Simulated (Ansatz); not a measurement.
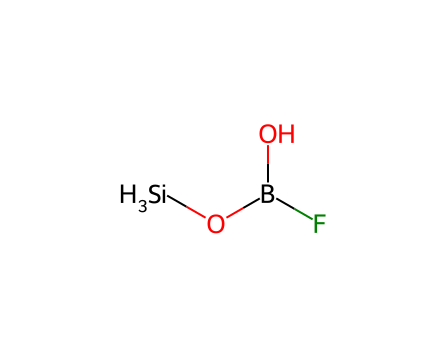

The geometry was computed by an optimisation with PBE0-D4/def2-TZVP. No frequency run is at hand to confirm it as a minimum. Level of theory: RKS PBE-D4/def2-TZVPP (Ansatz 0.2.0).

Computed properties:

The species is BFH4O2Si (`OB(F)O[SiH3]`).
- dipole moment: 1.26 D
- HOMO energy (Kohn–Sham orbital): −7.77 eV
- LUMO energy (Kohn–Sham orbital): −0.84 eV
- HOMO–LUMO gap: 6.93 eV
- dispersion correction: −15.5 kJ/mol
